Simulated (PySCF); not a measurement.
**Frequency calculation of WOCl$_{2}$**

WOCl$_{2}$, multiplicity 3, computed with UKS-based PBE0, W def2-TZVP with ECP60, O def2-TZVP, Cl def2-TZVP; non-relativistic Hamiltonian with a scalar-relativistic core potential; density fitting (PySCF 2.14.0).

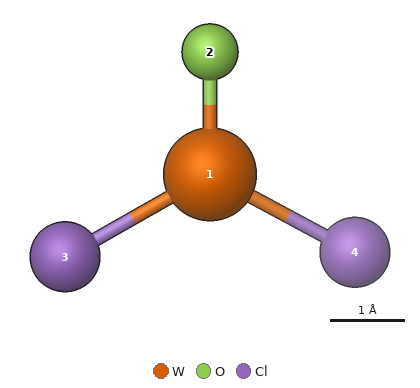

The input geometry (ball-and-stick view, seen on its broad side; atoms are numbered from 1 in the order of the input). Sticks mark near contacts.

### Results in brief

| quantity | value |
| --- | --- |
| outcome | converged |
| total energy | −1062.525822 hartree |
| ⟨S²⟩ | 2.019 |
| zero-point energy | 0.005165 hartree |
| dipole moment | 0.68 D |
| wavenumbers, lowest and highest | 100 and 1065 cm⁻¹ |
| hardware | 4 threads of Arm Neoverse V1, 24 GiB of memory available, shared host |
| wall time | 89 s (CPU time 4.9 min) |
| peak memory | 1.5 GiB |

### The input
```python
from pyscf import gto, scf, dft
mol = gto.M(atom='''
W     -0.187150    -0.000000     0.000000
O     -1.863939    -0.000001     0.000000
Cl     0.912318    -1.989611     0.000000
Cl     0.912315     1.989612     0.000000''',
    basis={'W': 'def2-TZVP', 'O': 'def2-TZVP', 'Cl': 'def2-TZVP'},
    ecp={'W': 'def2-TZVP'},
    charge=0, spin=2)
mf = dft.UKS(mol, xc='PBE0')
mf.grids.atom_grid = (75, 302)
aux = {'W': 'def2-universal-JKFIT', 'O': 'def2-universal-JKFIT', 'Cl': 'def2-universal-JKFIT'}
mf = mf.density_fit(auxbasis=aux)
mf.conv_tol = 1e-09
mf.diis_space = 10
mf.max_cycle = 60
mf.verbose = 4
mf.kernel()
```

The script is an equivalent of the set-up of the self-consistent field. The run itself was carried out by a driver, which started from the orbitals of the step before it where there was one and computed the further properties.

Command:
```bash
OMP_NUM_THREADS=4 python axn.py task.json out
```

### What the program printed
```
init E= -1062.5258224612
  alpha nocc = 29  HOMO = -0.254444385369605  LUMO = -0.0770014727191507
  beta  nocc = 27  HOMO = -0.360823431293808  LUMO = -0.125058467591176
  HOMO = -0.25444438537  LUMO = -0.125058467591  gap/eV = 3.52077
cycle= 1 E= -1062.5258224612  delta_E= 1.59e-12  |g|= 1.56e-06  |ddm|= 2.01e-06
  alpha nocc = 29  HOMO = -0.254444818281204  LUMO = -0.0770021232342411
  beta  nocc = 27  HOMO = -0.360823417005726  LUMO = -0.125059021583258
  HOMO = -0.254444818281  LUMO = -0.125059021583  gap/eV = 3.52077
Extra cycle  E= -1062.5258224612  delta_E= -2.27e-13  |g|= 2.62e-06  |ddm|= 3.37e-06
converged SCF energy = -1062.5258224612  <S^2> = 2.018801  2S+1 = 3.012508
```

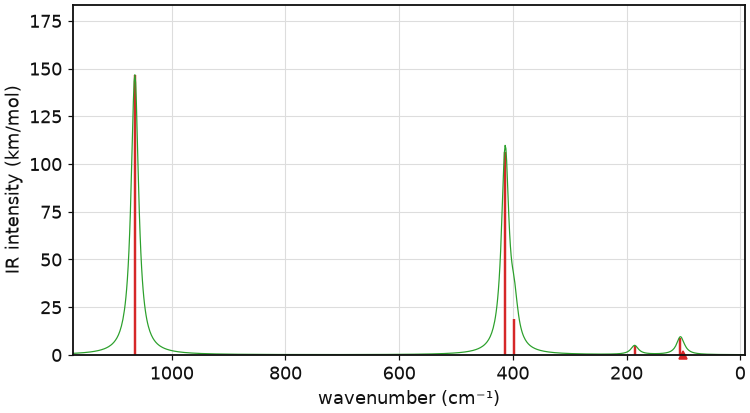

Harmonic infrared spectrum, unscaled: sticks (degenerate modes added up, dark ones marked on the axis) with a Lorentzian envelope of 16 cm⁻¹ full width, scaled to the tallest stick. 6 modes from 100 to 1065 cm⁻¹, none imaginary. The strongest line is at 1065 cm⁻¹ (147 km/mol). All modes, in cm⁻¹ (km/mol): 100 (0.7), 105 (8.9), 186 (4.7), 397 (18.7), 413 (106), 1065 (147).

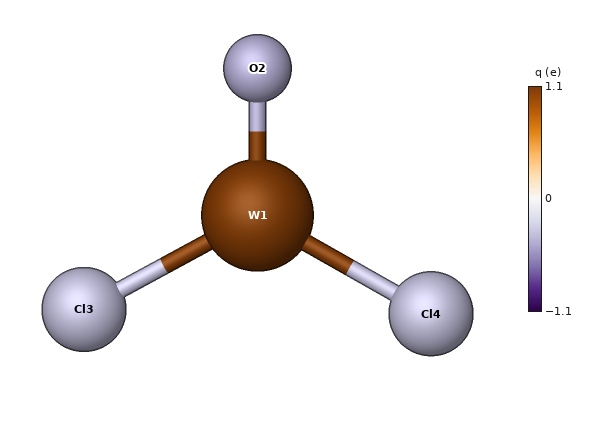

Mulliken charges, as the colour of each atom (ball-and-stick view, seen on its broad side; atoms are numbered from 1 in the order of the input; Mulliken charges depend strongly on the basis). By element: W +1.09, O −0.42 and Cl −0.33 e.
